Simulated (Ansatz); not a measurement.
**CH3F2In (SMILES F[CH](F)[InH2]): density, localisation and related maps**

Input file:

```
crystal:
  periodic: [false, false, false]
  atoms:
    - {symbol: F, position_ang: [0.091267, -1.779396, 0.691588]}
    - {symbol: C, position_ang: [0.570940, -0.496628, 0.620479]}
    - {symbol: F, position_ang: [1.824522, -0.568250, 0.069141]}
    - {symbol: In, position_ang: [-0.745252, 0.711803, -0.688685]}
    - {symbol: H, position_ang: [0.701165, -0.152507, 1.652313]}
    - {symbol: H, position_ang: [-1.504625, 2.114511, -0.036992]}
    - {symbol: H, position_ang: [-0.938026, 0.170477, -2.307834]}
basis:
  gaussian: {orbitals: def2-TZVPP}
hamiltonian: {xc: pbe0, dispersion: d4}
output: {orbitals: {seedname: orbitals}}
```

Launched as:

```sh
ansatz run in.yaml --threads 2 --pin off --events-out ev --progress --plain --max-ram 4352MiB
```

Geometry: PBE0-D4/def2-TZVP; core potentials replace the inner electrons of In.

All numbers below come from RKS PBE0-D4/def2-TZVPP (Ansatz 0.2.0).

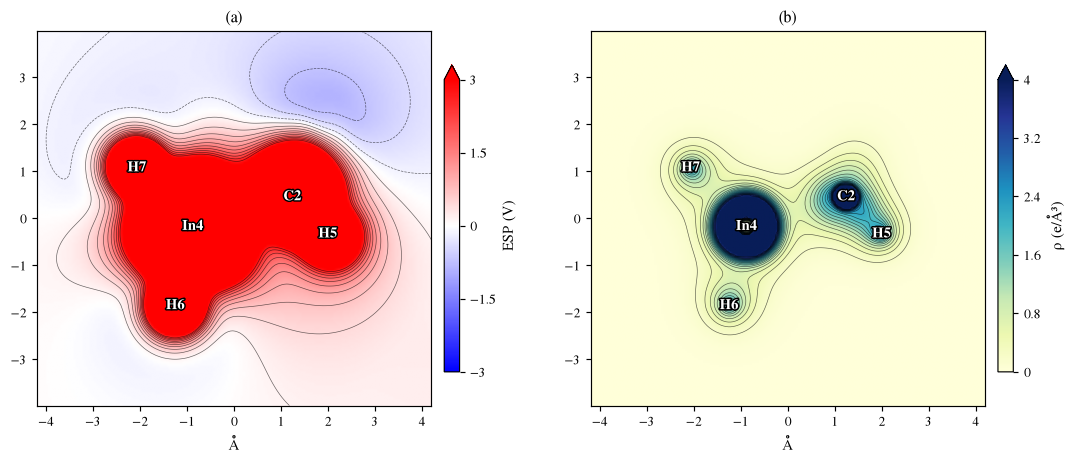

Figure 1. (a) electrostatic potential; (b) electron density on the plane of atoms In4, C2 and H5.

**What do the fields say about this system?**

The section cuts through C, In and H sites.
C–In (2.22 Å): the density is about 0.65 e/Å³ at the midpoint.
C–H (1.10 Å): ρ at the midpoint is about 2.2 e/Å³.
In–H (1.72 Å): ρ at the midpoint is about 1.2 e/Å³.
Outside the dense part of the molecule the potential is most negative (−0.9 V) near F3, which lies off the plane.

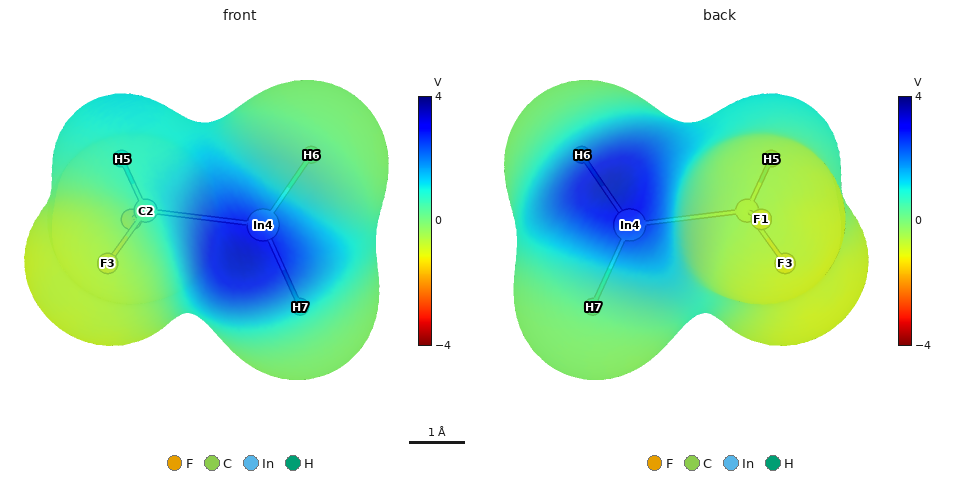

Figure 2. The electrostatic potential painted on the density surface at 0.002 e/bohr³, seen from the front and from behind; the colour scale runs from red (negative) to blue (positive).

**Where is the surface potential most negative and most positive?**

The most negative region (about −1.0 V) lies over F1 and F3, the most positive (about +3.4 V) over In4.

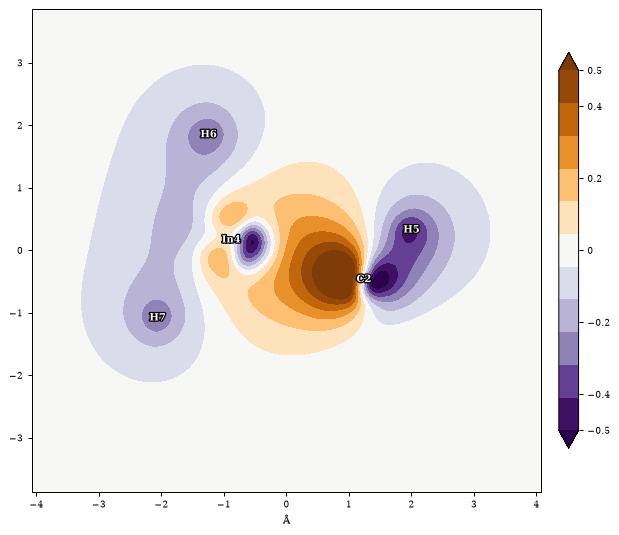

Figure 3. The HOMO on the plane of atoms C2, In4 and H6 (values in Å⁻³ᐟ²; the overall sign is arbitrary).

**Where does this orbital lie, and at what energy?**

It lies mainly on C2 (about 30 %), In4 (about 25 %), F1 (about 15 %), F3 (about 15 %) and H5 (about 5 %). Its energy is −7.43 eV.

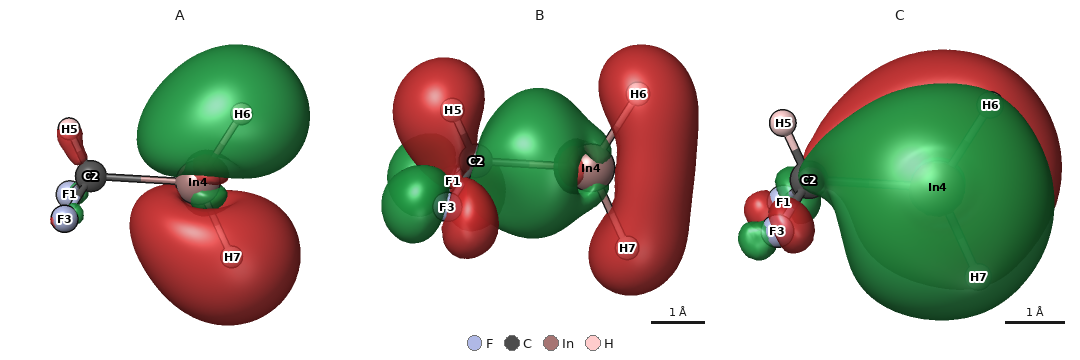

Figure 4. Three frontier orbitals at ±0.06 Å⁻³ᐟ² (green and red are the two phases), in no order.

**Order the three orbitals by energy and name them.**

A is the HOMO−1 (−8.55 eV). It lies mainly on In4 (about 40 %), H7 (about 30 %) and H6 (about 30 %). B is the HOMO (−7.43 eV). Its weight (Hirshfeld) is mainly on C2 (about 30 %), In4 (about 25 %), F1 (about 15 %), F3 (about 15 %) and H5 (about 5 %). C is the LUMO (−2.08 eV). Its weight (Hirshfeld) is mainly on In4 (about 85 %).

**What is the HOMO–LUMO gap?**

5.35 eV between the orbital energies.
